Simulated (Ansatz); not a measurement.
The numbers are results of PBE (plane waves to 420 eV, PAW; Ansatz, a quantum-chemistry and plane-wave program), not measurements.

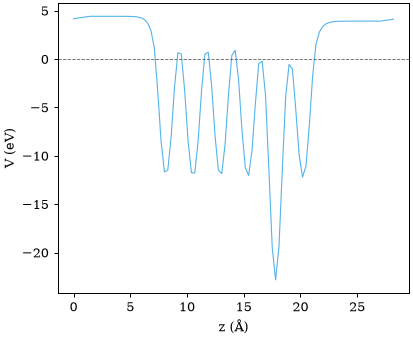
Figure. Electrostatic potential energy of an electron, averaged over planes parallel to the surface, in eV from the Fermi level, for a constructed model of the (111) surface of fcc Ag, a layer of Nb in place of the second plane (bottom of the slab: a bare face, its two planes held)

Slab: 6 atoms, 12.2 Å thick at the start with caps and adatoms (thin: gaps and levels are the slab's own); k 15x15x1, smearing 0.1 eV, dipole-corrected; 2 atoms held, the rest relaxed; symmetry of the start imposed; no spin, no spin-orbit, no U. In PBE it lies 0.14 eV a 1x1 cell over the lowest computed structure of the same composition (a layer of Nb in place of the third plane).

The vacuum level lies 3.93 eV above the Fermi level over the top face and 4.43 eV above it under the bottom face.
